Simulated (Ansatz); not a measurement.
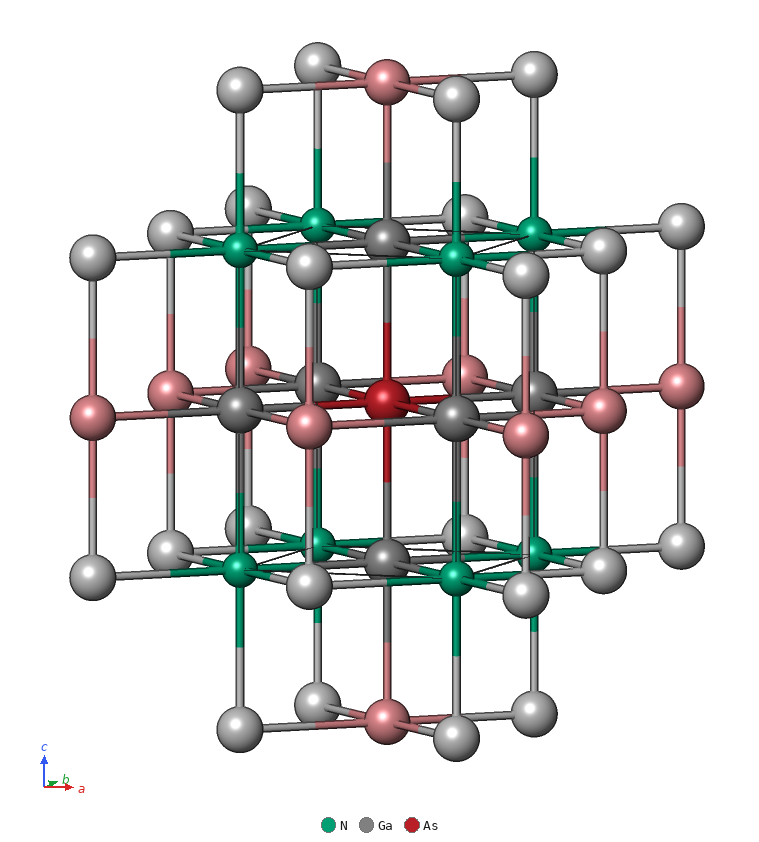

The image is a ball-and-stick drawing of a crystal, viewed slightly off an axis. Atoms at the boundary of the conventional unit cell (the box) are drawn once for each face, edge or corner they touch. Neighbours across the faces are drawn wherever a bond reaches them, in fainter colours.

Ga$_{2}$AsN, space group P4/mmm (No. 123), a = 3.464 Å, b = 3.464 Å, c = 4.845 Å, α = 90.00°, β = 90.00°, γ = 90.00°. Starting structure: a structure type filled with these elements by a generator (whether the compound takes this form wasn't checked). Earlier steps of the study may have refined or changed the cell and positions. A calculation with Ansatz used it as input.

This one geometry was computed with Ansatz (DFT, plane waves, PAW) at three levels of theory: PBE with spin-orbit coupling, PBE and r2SCAN. It was relaxed beforehand with r2SCAN.

Which level gives the highest pressure at this volume, and what does that say about its equilibrium volume?

Answer. Highest: PBE with spin-orbit coupling (4.3 GPa) and PBE (4.3 GPa), which points to the largest equilibrium volume. Lowest, with the smallest volume: r2SCAN (-0.1 GPa). Levels within 0.5 GPa of each other can't be told apart.

How does the band gap change with the level of theory?

Answer. All levels give a metal.

Collect the results in a table.

Answer.
| level | cutoff (eV) | k-mesh of the run's cell | gap (eV) | pressure (GPa) |
| --- | --- | --- | --- | --- |
| PBE with spin-orbit coupling | 420 | 8×8×6 | metal | 4.3 |
| PBE | 420 | 8×8×6 | metal | 4.3 |
| r2SCAN | 500 | 8×8×6 | metal | -0.1 |

Gaps are taken on the k-mesh or band path of each run.
